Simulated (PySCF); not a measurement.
# C₅H₉NSi (SMILES C#C[C@H]1CC[SiH2]N1): what the fields show

```yaml
atoms:
  - { symbol: C, position_ang: [2.8097, 0.0534, 0.6449] }
  - { symbol: C, position_ang: [1.8221, -0.1224, -0.0349] }
  - { symbol: C, position_ang: [0.6176, -0.3097, -0.8620] }
  - { symbol: C, position_ang: [-0.3951, -1.2559, -0.1868] }
  - { symbol: C, position_ang: [-1.1617, -0.4693, 0.8842] }
  - { symbol: Si, position_ang: [-1.3260, 1.2448, 0.1024] }
  - { symbol: N, position_ang: [-0.1033, 0.9312, -1.1042] }
  - { symbol: H, position_ang: [3.6851, 0.2095, 1.2479] }
  - { symbol: H, position_ang: [0.9405, -0.7592, -1.8193] }
  - { symbol: H, position_ang: [-1.0911, -1.5995, -0.9688] }
  - { symbol: H, position_ang: [0.1140, -2.1428, 0.2199] }
  - { symbol: H, position_ang: [-2.1136, -0.9493, 1.1533] }
  - { symbol: H, position_ang: [-0.5622, -0.3812, 1.8052] }
  - { symbol: H, position_ang: [-1.0202, 2.3670, 1.0479] }
  - { symbol: H, position_ang: [-2.6624, 1.5429, -0.5040] }
  - { symbol: H, position_ang: [0.4166, 1.6417, -1.6042] }
```

Geometry: PBE0-D3(BJ)/def2-SVP.

All numbers below come from PBE0/pcSseg-1, SCF density, gas phase, non-relativistic (PySCF).

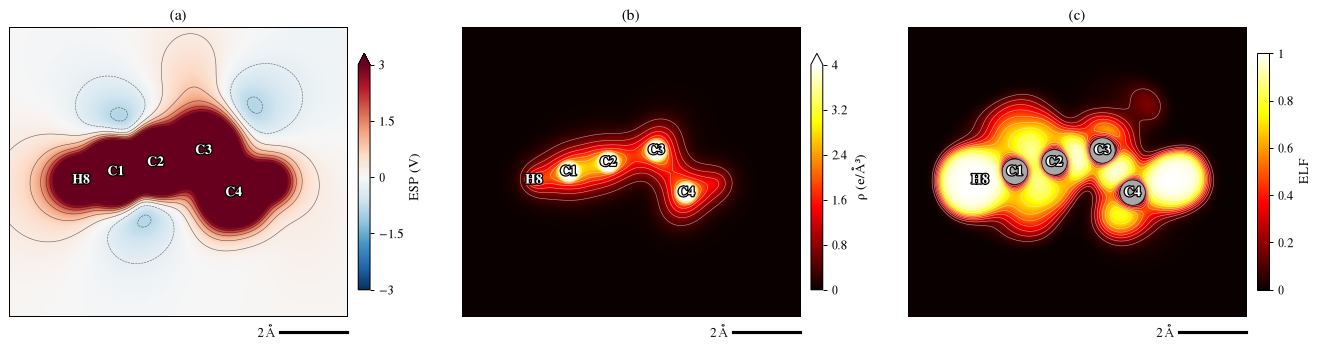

Figure 1. (a) molecular electrostatic potential; (b) total electron density; (c) ELF on the plane of atoms C2, C3 and C4. Grey discs cover the atomic cores in the ELF map.

**Read the bonding off the picture.**

Atoms in the plane: C and H.
C–C (1.21 Å): ρ at the midpoint is about 2.7 e/Å³; the ELF peaks at about 0.85 between the atoms (a multiple bond).
C–H (1.07 Å): ρ at the midpoint is about 2 e/Å³; the ELF climbs to about 1 towards the hydrogen, as it does in any bond to H; an ordinary covalent bond to hydrogen.
Outside the dense part of the molecule the potential is most negative (−0.9 V) near C1.

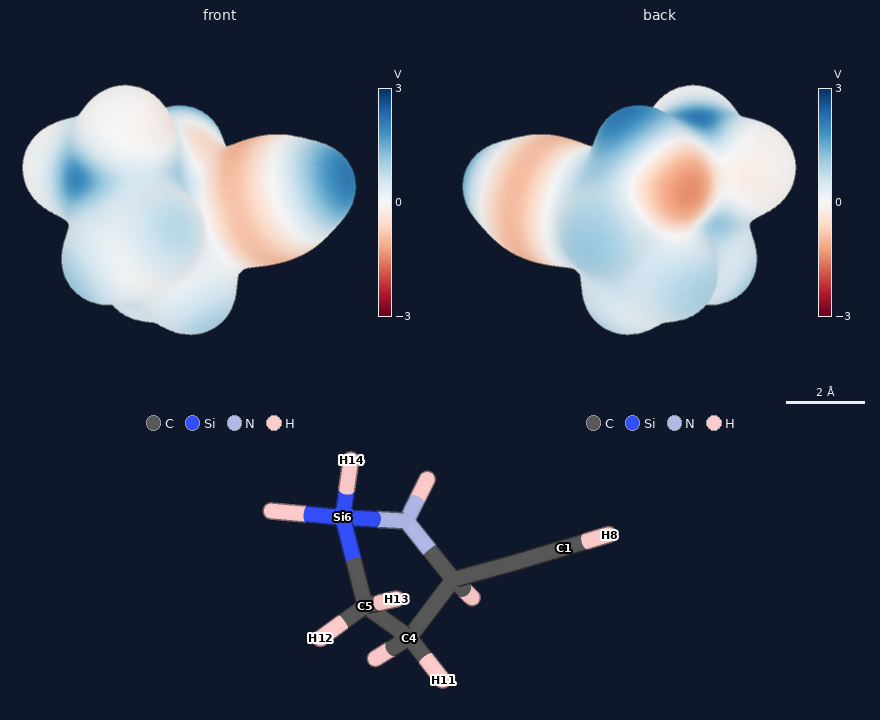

Figure 2. The molecular electrostatic potential painted on the density surface at 0.004 e/bohr³, seen from the front and from behind; the colour scale runs from red (negative) to blue (positive). The bare structure is drawn below in the same view.

**Which sites attract a positive test charge, and which a negative one?**

A positive charge is drawn to the negative regions and a negative charge to the positive ones. The most negative region (about −1.3 V) lies over N7, the most positive (about +2.1 V) over Si6, H8 and H16. N7 is the likeliest acceptor of a hydrogen bond.

**How polar is the molecule by this calculation?**

Its dipole moment is 0.43 D.
